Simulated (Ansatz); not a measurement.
Consider BeTe in the rock salt structure (space group Fm-3m, No. 225; a = 5.3018 Å; a hypothetical phase, not in the database extracts checked).

Modification: full substitution Be → Sr; the structure is relaxed again.

Computed with PBEsol in Ansatz (plane waves to 420 eV, PAW, no spin-orbit coupling).

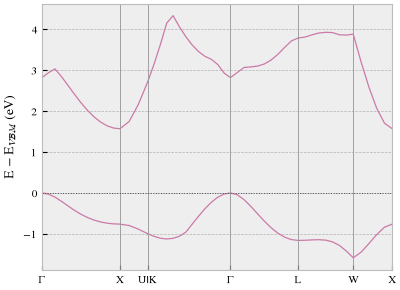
Highest valence and lowest conduction band along the path of the changed cell's own zone

The gap is 1.57 eV, indirect, Γ → X; the base has zero.

With Te present, leaving out spin-orbit coupling can change the band edges. Stability against distortions was not tested. All final runs are without spin polarisation.

Ansatz is a program for electronic structure.
